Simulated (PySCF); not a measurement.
```xyz
16

N    -0.2188    3.3078    0.9165
C    -0.1056    2.2932    0.3961
C     0.0404    1.0165   -0.2173
C    -1.3043    0.2843   -0.3269
C    -1.0380   -1.1987   -0.6102
C     0.1859   -1.6226    0.1059
Si    1.1388   -0.2013    0.8091
O     2.7409   -0.1306    0.5447
H     0.4665    1.1699   -1.2149
H    -1.8253    0.3764    0.6287
H    -1.9397    0.7253   -1.0979
H    -1.9021   -1.8148   -0.3389
H    -0.8934   -1.3491   -1.6901
H     0.4075   -2.6753    0.1597
H     1.0977    0.0731    2.2375
H     3.1419   -0.2452   -0.3133
```

Geometry: GFN2-xTB.

Computed with UKS B3LYP, pcH-1 on C H N O Si, non-relativistic, mean-field spin-orbit, GIAO in PySCF.

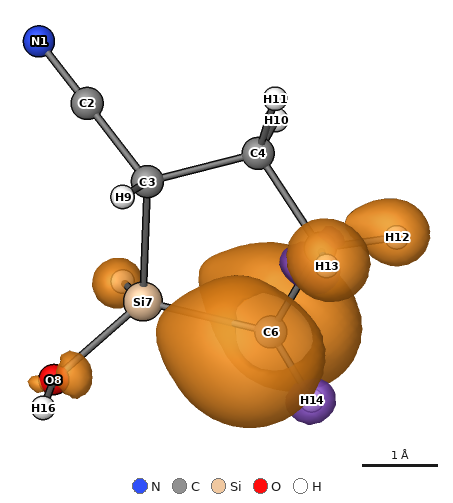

C$_{5}$H$_{8}$NOSi (doublet). Isosurfaces of the spin density (α minus β) at +0.02 (orange) and −0.02 e/Å³ (purple), seen at a tilt.

Question: Which atoms carry the spin?

Answer: The unpaired spin (1 electron) lies mostly on C6 (about 0.7), in electrons by Hirshfeld's partition.
